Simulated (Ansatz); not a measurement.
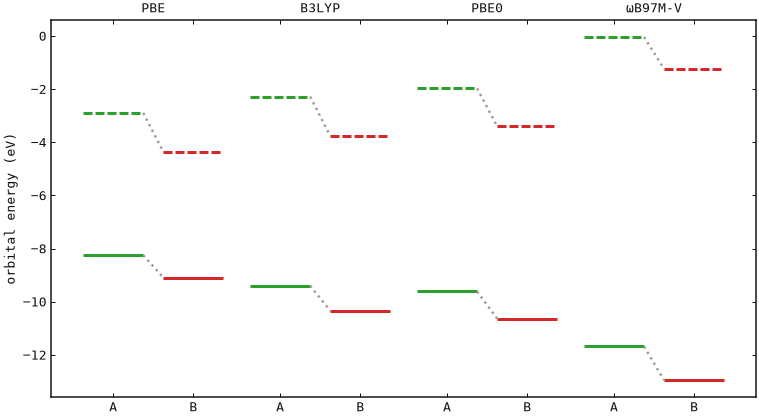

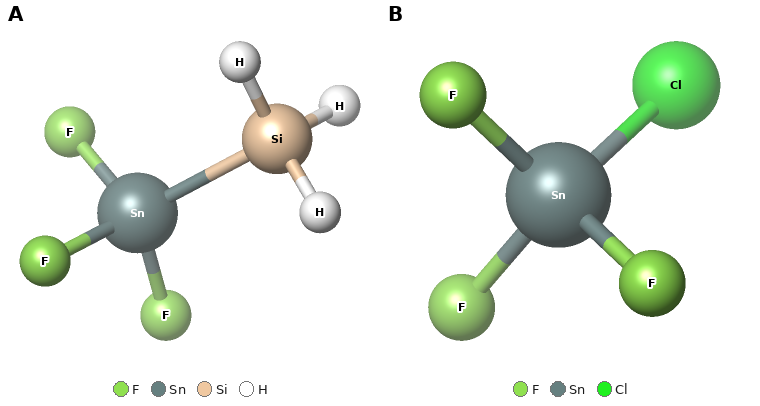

One change: A, SnSiH₃F₃ (SMILES [F][Sn]([F])([F])[SiH3]), becomes B, SnClF₃ (SMILES [F][Sn]([F])([F])[Cl]). SiH₃ on Sn is replaced by Cl. HOMO (solid) and LUMO (dashed) computed in def2-TZVPP at PBE0-D4/def2-TZVP geometries, both minima by their frequencies, gas phase, the Ansatz code.

> What does the change do to HOMO and LUMO?

PBE: the HOMO falls by 0.84 eV, the LUMO falls by 1.47 eV, and the separation goes from 5.35 to 4.73 eV. B3LYP: the HOMO falls by 0.94 eV, the LUMO falls by 1.48 eV, and the separation goes from 7.12 to 6.58 eV. PBE0: the HOMO falls by 1.02 eV, the LUMO falls by 1.43 eV, and the separation goes from 7.64 to 7.24 eV. ωB97M-V: the HOMO falls by 1.27 eV, the LUMO falls by 1.20 eV, and the separation goes from 11.65 to 11.72 eV.

> Do the functionals agree on the effect?

They agree on the direction for both levels; the HOMO shift lies between −1.27 and −0.84 eV and the LUMO shift between −1.48 and −1.20 eV, while the separations themselves differ by up to 7.0 eV between functionals.

Known limits of this run: core potentials past krypton; spin-orbit coupling is left out, and with Sn it can shift these values.
